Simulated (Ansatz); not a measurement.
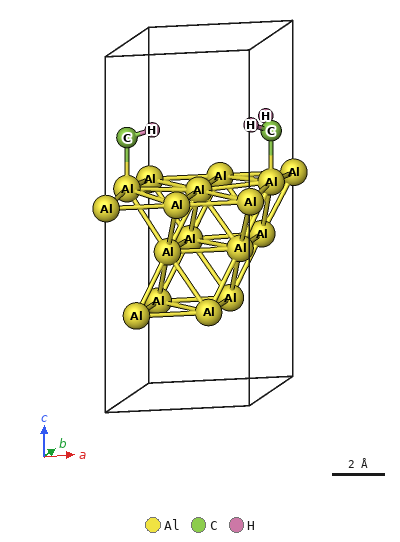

Figure 1. The structure as given in the input (ball-and-stick view of the cell of the calculation, with the vacuum cut short, seen slightly off an axis). An atom can appear more than once, as a periodic image.

**Run report: Al₁₂H₃C, nudged elastic band**

- system: Al₁₂H₃C (slab, 16 atoms in the cell)
- method: DFT PBEsol, scalar-relativistic, plane waves, PAW, PAW set soft_1 (Ansatz 0.2.0)

One setting was made poor on purpose. The input holds or restrains some coordinates. It belongs to a series of runs on one base structure; here: an input spoilt on purpose.

Input
```yaml
crystal:
  lattice:
    - [5.727565, 0.0, 0.0]
    - [2.863782, 4.960217, 0.0]
    - [0.0, 0.0, 15.676537]
  atoms:
    - { symbol: Al, position: [0.1666667, 0.1666667, 0.0637896] }
    - { symbol: Al, position: [0.6666667, 0.1666667, 0.0637896] }
    - { symbol: Al, position: [0.1666667, 0.6666667, 0.0637896] }
    - { symbol: Al, position: [0.6666667, 0.6666667, 0.0637896] }
    - { symbol: Al, position: [-0.16575419, 0.33453643, 0.21034409] }
    - { symbol: Al, position: [0.33119718, 0.33422791, 0.21034889] }
    - { symbol: Al, position: [-0.16544567, 0.83118152, 0.2103517] }
    - { symbol: Al, position: [0.33333828, 0.83331806, 0.20586032] }
    - { symbol: Al, position: [0.0076071, -0.00336616, 0.35048871] }
    - { symbol: Al, position: [0.49663248, -0.00424685, 0.3504992] }
    - { symbol: Al, position: [-3.447e-05, 0.49999683, 0.36356331] }
    - { symbol: Al, position: [0.4957686, 0.5075575, 0.35048636] }
    - { symbol: C, position: [1.58e-05, 0.49999009, 0.49269147] }
    - { symbol: H, position: [-0.10878871, 0.39976031, 0.51657477] }
    - { symbol: H, position: [0.20906616, 0.39116515, 0.51656015] }
    - { symbol: H, position: [-0.10019471, 0.70902505, 0.5165717] }
basis:
  ecutwfc: 420.0
kpoints:
  mp_grid: { grid: [3, 3, 1] }
hamiltonian:
  xc: pbesol
  pseudopotentials: { kind: paw, azcp: { folder: soft_1 } }
scf:
  occupations: { method: gaussian, width: 0.1 }
  lower_state_search: "off"
  max_iter: 69
neb:
  images: 5
  f_tol: 0.05
  initial_path: idpp
  max_iterations: 8
  optimiser: fire
  constraints: [{ sites: [0, 1, 2, 3] }]
  final_atoms:
    - { symbol: Al, position_ang: [0.16666668, 0.16666666, 0.0637896] }
    - { symbol: Al, position_ang: [0.66666668, 0.16666666, 0.0637896] }
    - { symbol: Al, position_ang: [0.16666674, 0.66666663, 0.0637896] }
    - { symbol: Al, position_ang: [0.66666673, 0.66666663, 0.0637896] }
    - { symbol: Al, position_ang: [-0.15765629, 0.33518584, 0.2081695] }
    - { symbol: Al, position_ang: [0.33871303, 0.33876715, 0.21052185] }
    - { symbol: Al, position_ang: [-0.15672668, 0.83873548, 0.20720859] }
    - { symbol: Al, position_ang: [0.34008061, 0.83447819, 0.21112782] }
    - { symbol: Al, position_ang: [-0.03108011, 0.01239197, 0.36032763] }
    - { symbol: Al, position_ang: [0.51071507, -0.00384475, 0.34737068] }
    - { symbol: Al, position_ang: [-0.02386172, 0.52296778, 0.35234129] }
    - { symbol: Al, position_ang: [0.52243926, 0.48368572, 0.36104793] }
    - { symbol: C, position_ang: [0.19716407, 0.68740126, 0.43647535] }
    - { symbol: H, position_ang: [0.18284095, 0.18574081, 0.40043229] }
    - { symbol: H, position_ang: [0.12270976, 0.58716831, 0.48056961] }
    - { symbol: H, position_ang: [0.26864596, 0.79076306, 0.48039157] }
  order_check: true
```

Run as:
```bash
ansatz run input.yaml --threads 1 --pin off --max-ram 3072MiB --backend cpu --events-out ev --progress --plain --runs-dir out
```

The program's output
```
Error: 16 input errors — fix all and re-run
  1. invalid value for `neb.final_atoms`: atom 0 takes position alone, and under basis.gaussian position_ang alone
  2. invalid value for `neb.final_atoms`: atom 1 takes position alone, and under basis.gaussian position_ang alone
  3. invalid value for `neb.final_atoms`: atom 2 takes position alone, and under basis.gaussian position_ang alone
  4. invalid value for `neb.final_atoms`: atom 3 takes position alone, and under basis.gaussian position_ang alone
  5. invalid value for `neb.final_atoms`: atom 4 takes position alone, and under basis.gaussian position_ang alone
  6. invalid value for `neb.final_atoms`: atom 5 takes position alone, and under basis.gaussian position_ang alone
  7. invalid value for `neb.final_atoms`: atom 6 takes position alone, and under basis.gaussian position_ang alone
  8. invalid value for `neb.final_atoms`: atom 7 takes position alone, and under basis.gaussian position_ang alone
  9. invalid value for `neb.final_atoms`: atom 8 takes position alone, and under basis.gaussian position_ang alone
 10. invalid value for `neb.final_atoms`: atom 9 takes position alone, and under basis.gaussian position_ang alone
 11. invalid value for `neb.final_atoms`: atom 10 takes position alone, and under basis.gaussian position_ang alone
 12. invalid value for `neb.final_atoms`: atom 11 takes position alone, and under basis.gaussian position_ang alone
 13. invalid value for `neb.final_atoms`: atom 12 takes position alone, and under basis.gaussian position_ang alone
 14. invalid value for `neb.final_atoms`: atom 13 takes position alone, and under basis.gaussian position_ang alone
 15. invalid value for `neb.final_atoms`: atom 14 takes position alone, and under basis.gaussian position_ang alone
 16. invalid value for `neb.final_atoms`: atom 15 takes position alone, and under basis.gaussian position_ang alone
```

What the run reported

| quantity | value |
| --- | --- |
| outcome | refused by the program |
| hardware | 1 thread of Arm Neoverse V2, 24 GiB of memory available, shared host |

The program refused the input: “16 input errors — fix all and re-run 1. invalid value for `neb.final_atoms`: atom 0 takes position alone, and under basis.gaussian position_ang alone 2. invalid value for `neb.final_atoms`: atom 1 takes position alone, and under basis.gaussian position_ang alone 3. invalid value for `neb.final_atoms`: atom 2 takes position alone, and under basis.gaussian position_ang alone 4 …” A deliberately poor setting: bad input.
